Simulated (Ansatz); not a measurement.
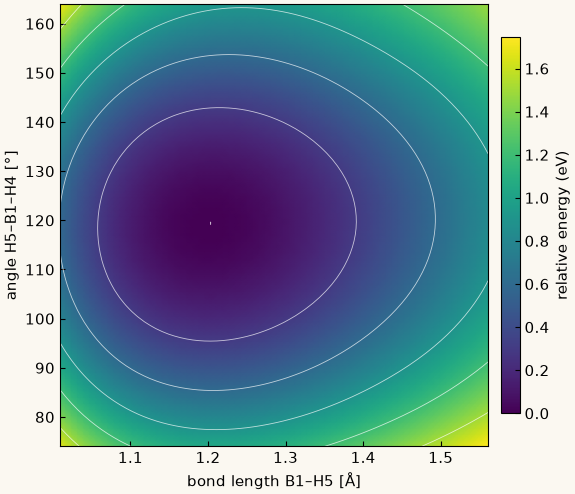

Energy landscape of CH₂BSi, SMILES BC#[Si], spin multiplicity 2. The first coordinate is: bond length B1–H5; the second: angle H5–B1–H4. Nothing is relaxed (all other coordinates rigid). The grid has 15 × 15 points. Points are written as (first, second). Energies are in eV, from the lowest grid point. These are results of UKS PBE0-D4/def2-TZVP (Ansatz 0.2.0), not measurements.

Drawn: a smooth colour map with a few white contour lines. Between grid points the surface is interpolated. 

> Summarise what can be read from the map.

The lowest grid point is at (1.206 Å, 119.0°). It is the only kind of minimum in the scanned range. The highest grid point, (1.561 Å, 74.0°), lies 1.75 eV above the lowest. Round the minimum the two coordinates are nearly uncoupled.

The values on the grid:

| angle H5–B1–H4 ↓, bond length B1–H5 → | 1.009 | 1.048 | 1.088 | 1.127 | 1.167 | 1.206 | 1.246 | 1.285 | 1.325 | 1.364 | 1.404 | 1.443 | 1.482 | 1.522 | 1.561 |
| --- | --- | --- | --- | --- | --- | --- | --- | --- | --- | --- | --- | --- | --- | --- | --- |
| 164.0 | 1.71 | 1.43 | 1.22 | 1.08 | 0.99 | 0.94 | 0.92 | 0.94 | 0.97 | 1.03 | 1.10 | 1.18 | 1.27 | 1.37 | 1.48 |
| 157.6 | 1.45 | 1.18 | 0.99 | 0.85 | 0.77 | 0.73 | 0.72 | 0.75 | 0.79 | 0.86 | 0.94 | 1.02 | 1.12 | 1.23 | 1.34 |
| 151.2 | 1.21 | 0.95 | 0.76 | 0.64 | 0.56 | 0.53 | 0.53 | 0.56 | 0.61 | 0.68 | 0.77 | 0.86 | 0.96 | 1.08 | 1.20 |
| 144.7 | 1.00 | 0.75 | 0.56 | 0.44 | 0.37 | 0.34 | 0.35 | 0.39 | 0.45 | 0.52 | 0.62 | 0.72 | 0.82 | 0.94 | 1.07 |
| 138.3 | 0.83 | 0.58 | 0.40 | 0.28 | 0.22 | 0.20 | 0.21 | 0.25 | 0.32 | 0.40 | 0.49 | 0.60 | 0.71 | 0.83 | 0.96 |
| 131.9 | 0.70 | 0.45 | 0.28 | 0.17 | 0.11 | 0.09 | 0.11 | 0.15 | 0.22 | 0.30 | 0.40 | 0.51 | 0.63 | 0.75 | 0.88 |
| 125.4 | 0.62 | 0.38 | 0.20 | 0.10 | 0.04 | 0.02 | 0.04 | 0.09 | 0.16 | 0.25 | 0.35 | 0.46 | 0.58 | 0.71 | 0.84 |
| 119.0 | 0.59 | 0.35 | 0.18 | 0.07 | 0.01 | 0.00 | 0.02 | 0.07 | 0.14 | 0.23 | 0.33 | 0.45 | 0.57 | 0.70 | 0.83 |
| 112.6 | 0.61 | 0.37 | 0.20 | 0.09 | 0.04 | 0.02 | 0.04 | 0.09 | 0.17 | 0.26 | 0.36 | 0.47 | 0.59 | 0.72 | 0.86 |
| 106.2 | 0.68 | 0.43 | 0.26 | 0.16 | 0.10 | 0.09 | 0.11 | 0.16 | 0.23 | 0.32 | 0.43 | 0.54 | 0.65 | 0.78 | 0.92 |
| 99.7 | 0.79 | 0.55 | 0.38 | 0.27 | 0.22 | 0.20 | 0.22 | 0.27 | 0.34 | 0.43 | 0.53 | 0.64 | 0.76 | 0.89 | 1.02 |
| 93.3 | 0.95 | 0.71 | 0.54 | 0.43 | 0.37 | 0.36 | 0.37 | 0.42 | 0.49 | 0.57 | 0.67 | 0.78 | 0.90 | 1.02 | 1.15 |
| 86.9 | 1.15 | 0.91 | 0.74 | 0.63 | 0.57 | 0.55 | 0.57 | 0.61 | 0.68 | 0.76 | 0.86 | 0.96 | 1.07 | 1.19 | 1.32 |
| 80.4 | 1.40 | 1.15 | 0.98 | 0.86 | 0.80 | 0.78 | 0.80 | 0.84 | 0.90 | 0.98 | 1.07 | 1.17 | 1.28 | 1.40 | 1.52 |
| 74.0 | 1.67 | 1.42 | 1.24 | 1.13 | 1.07 | 1.04 | 1.05 | 1.09 | 1.15 | 1.23 | 1.32 | 1.42 | 1.52 | 1.63 | 1.75 |

Each point was launched as `ansatz run input.yaml --threads 1 --pin off --max-ram 2560MiB --backend cpu --events-out ev --progress --plain --runs-dir out`. Time for the 225 points that were run: 10 min on 1 thread of Intel(R) Xeon(R) 6975P-C (Granite Rapids) (shared host).
